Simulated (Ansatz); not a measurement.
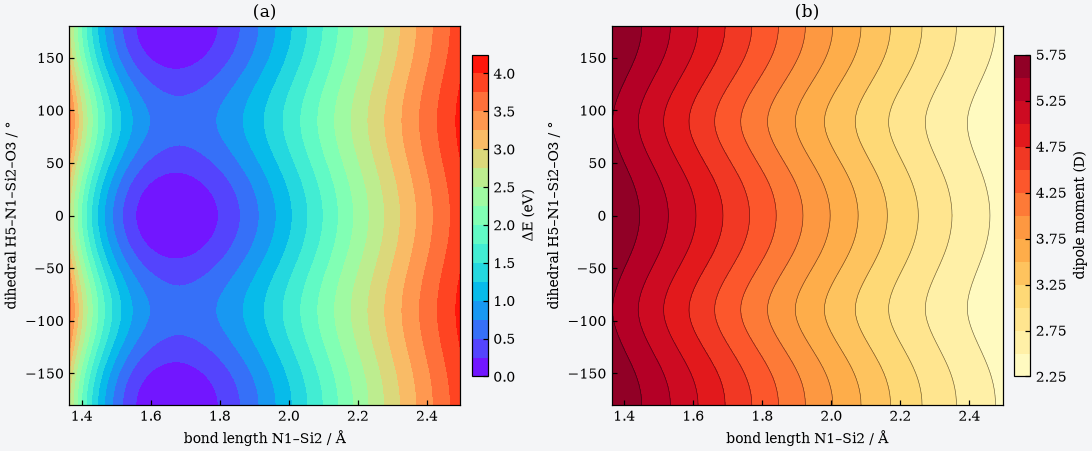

FH₂NOSi, SMILES N[Si](=O)F. Coordinates scanned: (1) bond length N1–Si2; (2) dihedral H5–N1–Si2–O3. Nothing is relaxed (all other coordinates rigid). The grid has 13 × 12 points; 93 points were computed and 63 follow by symmetry. Points are written as (first, second). Energies are in eV, from the relaxed molecule at the same level. The reference is spin-restricted, which grows unreliable where a bond is stretched far. Computed with RKS PBE0-D4/def2-TZVP in Ansatz.

Panel (a) is the energy and panel (b) the computed dipole moment on the same grid.

Drawn: filled contours. Between grid points the surface is interpolated.

### How does the dipole moment vary over the map, and what is it at the lowest grid point?

Leaving out the highest fifth of the energies, it runs from 2.67 D at (2.307 Å, −90°) to 5.75 D at (1.364 Å, −180°). At the lowest grid point, (1.647 Å, 0°), it is 4.88 D.

```
dihedral H5–N1–Si2–O3 ↓, bond length N1–Si2 →  1.364  1.459  1.553  1.647  1.742  1.836  1.930  2.025  2.119  2.213  2.307  2.402  2.496
                                          150   5.70   5.42   5.13   4.83   4.52   4.22   3.92   3.62   3.34   3.08   2.84   2.62   2.43
                                          120   5.58   5.28   4.97   4.66   4.35   4.04   3.75   3.47   3.21   2.96   2.74   2.54   2.36
                                           90   5.51   5.19   4.87   4.55   4.23   3.93   3.65   3.37   3.12   2.89   2.67   2.48   2.32
                                           60   5.57   5.27   4.96   4.65   4.34   4.03   3.74   3.46   3.19   2.95   2.72   2.52   2.35
                                           30   5.68   5.40   5.11   4.81   4.50   4.20   3.90   3.60   3.32   3.06   2.82   2.59   2.40
                                            0   5.73   5.46   5.17   4.88   4.57   4.26   3.96   3.66   3.38   3.11   2.86   2.63   2.42
                                          −30   5.68   5.40   5.11   4.81   4.50   4.20   3.90   3.60   3.32   3.06   2.82   2.59   2.40
                                          −60   5.57   5.27   4.96   4.65   4.34   4.03   3.74   3.46   3.19   2.95   2.72   2.52   2.35
                                          −90   5.51   5.19   4.87   4.55   4.23   3.93   3.65   3.37   3.12   2.89   2.67   2.48   2.32
                                         −120   5.58   5.28   4.97   4.66   4.35   4.04   3.75   3.47   3.21   2.96   2.74   2.54   2.36
                                         −150   5.70   5.42   5.13   4.83   4.52   4.22   3.92   3.62   3.34   3.08   2.84   2.62   2.43
                                         −180   5.75   5.48   5.19   4.89   4.59   4.28   3.98   3.69   3.40   3.13   2.89   2.66   2.46
```
